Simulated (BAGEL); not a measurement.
# CH4Si (SMILES C[SiH]): a chain of runs

Wanted: a single-point energy (HF/cc-pVDZ), then the energy (NEVPT2(2,2)/cc-pVDZ), then a single-point energy (CASPT2(2,2)/cc-pVDZ) of CH4Si. 

Program for the calculation: BAGEL 1.2.2.

2 further runs of the same task are left out: 2 set aside as unsound or not needed.

## 1. The structure to begin with

CH4Si: 6 atoms, total charge 0, spin state singlet. SMILES: `C[SiH]`. The C1–H5 distance was set to 1.757 Å, away from the relaxed value. At this shape a bond of the SMILES string is far longer than usual.

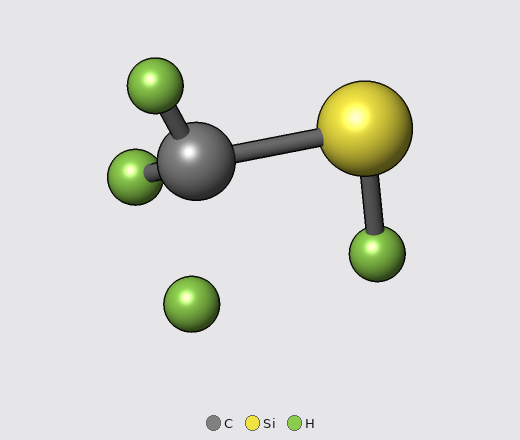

The structure, seen from a chosen angle (carbon grey, silicon yellow, hydrogen green).

## 2. A single-point energy at HF/cc-pVDZ (density fitting with svp-jkfit) (run 1)

The input, calc.json:

```json
{ "bagel": [

{
  "title": "molecule",
  "basis": "cc-pvdz.json",
  "df_basis": "svp-jkfit",
  "angstrom": true,
  "geometry": [
    { "atom": "C", "xyz": [      -0.135203,      -0.814829,       0.110031 ] },
    { "atom": "Si", "xyz": [       0.875597,      -0.239029,       1.602631 ] },
    { "atom": "H", "xyz": [      -1.198603,      -0.858929,       0.378131 ] },
    { "atom": "H", "xyz": [       0.173297,      -1.784429,      -0.282669 ] },
    { "atom": "H", "xyz": [      -0.024000,       0.382000,      -1.170800 ] },
    { "atom": "H", "xyz": [       0.100497,       1.071171,       1.764331 ] }
  ]
},

{
  "title": "hf"
},

{
  "title": "print",
  "file": "orbitals.molden",
  "orbitals": true
}

]}
```

The basis set cc-pVDZ is read from a file made from the Basis Set Exchange's data (not shown).

Command:

```
$ BAGEL_NUM_THREADS=1 BAGEL calc.json > calc.out
```

The log of the run:

```text
* using 1 threads per process

  ===============================================================
  ===============================================================

  *** Geometry ***

  { "atom" : "C", "xyz" : [     -0.255497,     -1.539804,      0.207928 ] },
  { "atom" : "Si", "xyz" : [      1.654639,     -0.451699,      3.028534 ] },
  { "atom" : "H", "xyz" : [     -2.265031,     -1.623141,      0.714564 ] },
  { "atom" : "H", "xyz" : [      0.327484,     -3.372082,     -0.534167 ] },
  { "atom" : "H", "xyz" : [     -0.045353,      0.721875,     -2.212491 ] },
  { "atom" : "H", "xyz" : [      0.189912,      2.024220,      3.334102 ] },

  Number of auxiliary basis functions:      275

  Since a DF basis is specified, we compute 2- and 3-index integrals:
    o Being stored without compression. Storage requirement is 0.006 GB

  Number of basis functions:       52
  Number of electrons      :       24

    * METHOD: MOLECULE                             0.06

  *** RHF ***

  === Nuclear Repulsion ===
    46.8575557728

      * DIIS with orbital gradients will be used.

  === RHF iteration (cc-pvdz.json) ===
      0       -328.85746322          0.01870303           0.01
      1       -328.93872739          0.01099718           0.01
      2       -328.96461689          0.00203578           0.01
      3       -328.96653688          0.00030969           0.01
      4       -328.96658232          0.00009040           0.01
      5       -328.96658816          0.00002690           0.01
      6       -328.96658862          0.00001143           0.01
      7       -328.96658875          0.00000599           0.01
      8       -328.96658880          0.00000145           0.01
      9       -328.96658880          0.00000045           0.01
     10       -328.96658880          0.00000017           0.01
     11       -328.96658880          0.00000006           0.01
     12       -328.96658880          0.00000001           0.01
     13       -328.96658880          0.00000001           0.01
    * SCF iteration converged.

    * Permanent dipole moment:
           (    0.268550,     0.210352,     0.038039) a.u.

    * METHOD: HF                                   0.21

    * METHOD: PRINT                                0.00

  ===============================================================
```

It took 0.52 s on 1 thread of Arm Neoverse V2, shared host; peak memory 0.14 GiB.

## 3. The energy at NEVPT2(2,2)/cc-pVDZ (density fitting with svp-jkfit) (run 2)

The input, input.json:

```json
{ "bagel" : [

{
  "title" : "molecule",
  "basis" : "cc-pvdz.json",
  "df_basis" : "svp-jkfit",
  "angstrom" : true,
  "geometry" : [
    { "atom" : "C", "xyz" : [   -0.135203,   -0.814829,    0.110031 ] },
    { "atom" : "Si", "xyz" : [    0.875597,   -0.239029,    1.602631 ] },
    { "atom" : "H", "xyz" : [   -1.198603,   -0.858929,    0.378131 ] },
    { "atom" : "H", "xyz" : [    0.173297,   -1.784429,   -0.282669 ] },
    { "atom" : "H", "xyz" : [   -0.024000,    0.382000,   -1.170800 ] },
    { "atom" : "H", "xyz" : [    0.100497,    1.071171,    1.764331 ] }
  ]
},
{
  "title" : "hf"
},
{
  "title" : "nevpt2",
  "nstate" : 1,
  "nact" : 2,
  "nclosed" : 11,
  "active" : [11, 14],
  "maxiter" : 200,
  "natocc" : true,
  "ncore" : 6
},
{
  "title" : "print",
  "file" : "orbitals.molden",
  "orbitals" : true
}

]}
```

The basis set cc-pVDZ is read from a file made from the Basis Set Exchange's data (not shown).

Command:

```
$ BAGEL_NUM_THREADS=1 BAGEL input.json > input.out
```

The log of the run:

```text
* using 1 threads per process

  ===============================================================
  ===============================================================

  *** Geometry ***

  { "atom" : "C", "xyz" : [     -0.255497,     -1.539804,      0.207928 ] },
  { "atom" : "Si", "xyz" : [      1.654639,     -0.451699,      3.028534 ] },
  { "atom" : "H", "xyz" : [     -2.265031,     -1.623141,      0.714564 ] },
  { "atom" : "H", "xyz" : [      0.327484,     -3.372082,     -0.534167 ] },
  { "atom" : "H", "xyz" : [     -0.045353,      0.721875,     -2.212491 ] },
  { "atom" : "H", "xyz" : [      0.189912,      2.024220,      3.334102 ] },

  Number of auxiliary basis functions:      275

  Since a DF basis is specified, we compute 2- and 3-index integrals:
    o Being stored without compression. Storage requirement is 0.006 GB

  Number of basis functions:       52
  Number of electrons      :       24

    * METHOD: MOLECULE                             0.06

  *** RHF ***

  === Nuclear Repulsion ===
    46.8575557728

      * DIIS with orbital gradients will be used.

  === RHF iteration (cc-pvdz.json) ===
      0       -328.85746322          0.01870303           0.01
      1       -328.93872739          0.01099718           0.01
      2       -328.96461689          0.00203578           0.01
      3       -328.96653688          0.00030969           0.01
      4       -328.96658232          0.00009040           0.01
      5       -328.96658816          0.00002690           0.01
      6       -328.96658862          0.00001143           0.01
      7       -328.96658875          0.00000599           0.01
      8       -328.96658880          0.00000145           0.01
      9       -328.96658880          0.00000045           0.01
     10       -328.96658880          0.00000017           0.01
     11       -328.96658880          0.00000006           0.01
     12       -328.96658880          0.00000001           0.01
     13       -328.96658880          0.00000001           0.01
    * SCF iteration converged.

    * Permanent dipole moment:
           (    0.268550,     0.210352,     0.038039) a.u.

    * METHOD: HF                                   0.23

    * freezing 6 orbitals
  ---------------------------
      CASSCF calculation
  ---------------------------

    ==== Active orbitals : =====
         Orbital 11
         Orbital 14
    ============================

    * nstate   :      1
    * nclosed  :     11
    * nact     :      2
    * nvirt    :     39
  === CASSCF iteration (cc-pvdz.json) ===

    * Using the second-order algorithm

      0  0      -328.97134312     1.24e-03      0.01

      1  0      -329.00041214     3.46e-03      0.07

      2  0      -329.00403057     7.56e-04      0.08

      3  0      -329.00416996     1.75e-04      0.09

      4  0      -329.00417475     4.31e-05      0.09

      5  0      -329.00417497     1.12e-05      0.09

      6  0      -329.00417498     2.96e-06      0.09

      7  0      -329.00417498     7.82e-07      0.10

      8  0      -329.00417498     2.07e-07      0.08

      9  0      -329.00417498     5.46e-08      0.08

     10  0      -329.00417498     1.44e-08      0.07

     11  0      -329.00417498     3.75e-09      0.06

    * Second-order optimization converged. *

     guess   0:   closed 1.                   open ..

  === FCI iteration ===

      0  0      -328.96467787     7.95e-02      0.00
      1  0      -329.00417172     6.29e-04      0.00
      2  0 *    -329.00417498     7.78e-16      0.00

     * ci vector, state   0, <S^2> = 0.0000
       2.     0.9705212205
       .2    -0.2410156855

  === DF-NEVPT2 calculation ===

    * 3-index integral transformation done
    * assembly done

      NEVPT2 correlation energy:   -0.2100933377      0.03

          (+0)     -0.1568926229
          (+0)'    -0.0140915022
          (+1)     -0.0065798344
          (+1)'    -0.0000000000
          (+2)     -0.0004035664
          (-1)     -0.0273163583
          (-1)'     0.0000000000
          (-2)     -0.0048094535

      NEVPT2 total energy:       -329.2142683174

    * METHOD: NEVPT2                               0.99

    * METHOD: PRINT                                0.00

  ===============================================================
```

Wall time 1.6 s (1 thread of Arm Neoverse V2, shared host); peak memory 0.14 GiB.

## 4. The energy at CASPT2(2,2)/cc-pVDZ (density fitting with svp-jkfit) (run 3)

calc.json, as its differences from that of step 2:

```diff
@@ -6,3 +6,3 @@
   "df_basis": "svp-jkfit",
-  "angstrom": true,
+  "angstrom": "true",
   "geometry": [
@@ -17,11 +17,9 @@
 
-{
-  "title": "hf"
-},
+{ "title": "hf" },
 
-{
-  "title": "print",
-  "file": "orbitals.molden",
-  "orbitals": true
-}
+{ "title": "casscf", "nstate": 1, "nact": 2, "nclosed": 11, "active": [11, 14], "maxiter": 200, "natocc": "true" },
+
+{ "title": "print", "file": "orbitals.molden", "orbitals": "true" },
+
+{ "title": "smith", "method": "caspt2", "ms": "true", "xms": "true", "sssr": "true", "shift": 0.2, "shift_imag": "true", "ncore": 6 }
```

The basis set cc-pVDZ is read from a file made from the Basis Set Exchange's data (not shown).

Command:

```
$ BAGEL_NUM_THREADS=1 BAGEL calc.json > calc.out
```

The log of the run:

```text
* using 1 threads per process

  ===============================================================
  ===============================================================

  *** Geometry ***

  { "atom" : "C", "xyz" : [     -0.255497,     -1.539804,      0.207928 ] },
  { "atom" : "Si", "xyz" : [      1.654639,     -0.451699,      3.028534 ] },
  { "atom" : "H", "xyz" : [     -2.265031,     -1.623141,      0.714564 ] },
  { "atom" : "H", "xyz" : [      0.327484,     -3.372082,     -0.534167 ] },
  { "atom" : "H", "xyz" : [     -0.045353,      0.721875,     -2.212491 ] },
  { "atom" : "H", "xyz" : [      0.189912,      2.024220,      3.334102 ] },

  Number of auxiliary basis functions:      275

  Since a DF basis is specified, we compute 2- and 3-index integrals:
    o Being stored without compression. Storage requirement is 0.006 GB

  Number of basis functions:       52
  Number of electrons      :       24

    * METHOD: MOLECULE                             0.06

  *** RHF ***

  === Nuclear Repulsion ===
    46.8575557728

[... 8 lines left out ...]
    * SCF iteration converged.
[... 1 line left out ...]
    * Permanent dipole moment:
[... 27 lines left out ...]
    * Second-order optimization converged. *
[... 9 lines left out ...]
     * ci vector, state   0, <S^2> = 0.0000
[... 16 lines left out ...]
    * Zeroth order energy : state  0       -0.7435356274
[... 3 lines left out ...]
      -------------------------------------------  CASPT2 iteration  ---------------------------------------------------
       #      aibj      arbs      arbi      airj      risj      airs      arst      rist         Etot      error   time
      ------------------------------------------------------------------------------------------------------------------

       0  -0.15593  -0.00590  -0.02817  -0.00700  -0.00057  -0.01277  -0.00000   0.00000   -0.2103304  0.0016921   0.01
       1  -0.15603  -0.00592  -0.02824  -0.00708  -0.00059  -0.01298  -0.00000  -0.00000   -0.2108454  0.0002583   0.01
       2  -0.15604  -0.00592  -0.02824  -0.00708  -0.00059  -0.01299  -0.00000  -0.00000   -0.2108597  0.0000533   0.01
       3  -0.15604  -0.00592  -0.02824  -0.00708  -0.00060  -0.01299  -0.00000  -0.00000   -0.2108603  0.0000113   0.02
       4  -0.15604  -0.00592  -0.02824  -0.00708  -0.00060  -0.01299   0.00000  -0.00000   -0.2108603  0.0000025   0.02
       5  -0.15604  -0.00592  -0.02824  -0.00708  -0.00060  -0.01299  -0.00000  -0.00000   -0.2108603  0.0000005   0.01

      ------------------------------------------------------------------------------------------------------------------

    * CASPT2 energy : state  0     -329.2169871056
        w/o shift correction       -329.2150352789
        reference weight              0.9150802796

    * METHOD: SMITH                                0.13

  ===============================================================
```

Run time: 1.6 s. Hardware: 1 thread of Arm Neoverse V2, shared host; peak memory 0.14 GiB.

## 5. Outcome

```
                                quantity          value
         run 1, HF/cc-pVDZ: total energy  -328.96659 Eh
        run 1, HF/cc-pVDZ: dipole moment         0.87 D
          run 1, HF/cc-pVDZ: HOMO energy       -8.71 eV
          run 1, HF/cc-pVDZ: LUMO energy        0.49 eV
        run 1, HF/cc-pVDZ: HOMO–LUMO gap        9.20 eV
run 2, NEVPT2(2,2)/cc-pVDZ: total energy  -329.21427 Eh
run 3, CASPT2(2,2)/cc-pVDZ: total energy  -329.21699 Eh
```

One bond (run 1, HF/cc-pVDZ) is far stretched, which a spin-restricted single reference describes badly; a broken-symmetry solution may lie lower.
